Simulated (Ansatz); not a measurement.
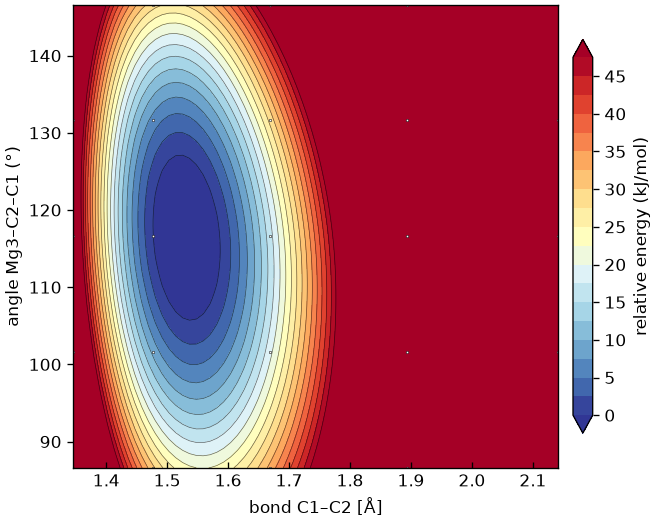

C2H5FMg, SMILES C[CH2][Mg][F]. 
- Two internal coordinates are moved rigidly from the geometry relaxed at PBE0-D4/def2-TZVP, all others fixed.
- First axis: bond C1–C2. Second axis: angle Mg3–C2–C1.
- The scan uses a 5 × 5 grid.
- Energies: kJ/mol, counted from the lowest grid point.
- Level of theory: Ansatz 0.2.0, RKS PBE0-D4/def2-TZVPP.

The picture shows filled contours, dots at the grid points, one colour for all values above the top of the scale. Between grid points the surface is interpolated.

> Estimate the position of the minimum and the force constants in these coordinates.

The interpolated minimum is at bond C1–C2 ≈ 1.532 Å, angle Mg3–C2–C1 ≈ 116.5°. The curvatures there are about 29 eV/Å² and 2.4 eV/rad², with a cross term of about 1.3 eV/(Å·rad). Round the minimum the valley is somewhat tilted: raising bond C1–C2 shifts the best value of angle Mg3–C2–C1 downwards (coupling k₁₂/√(k₁₁k₂₂) about 0.2). (1 eV is 96.5 kJ/mol.)
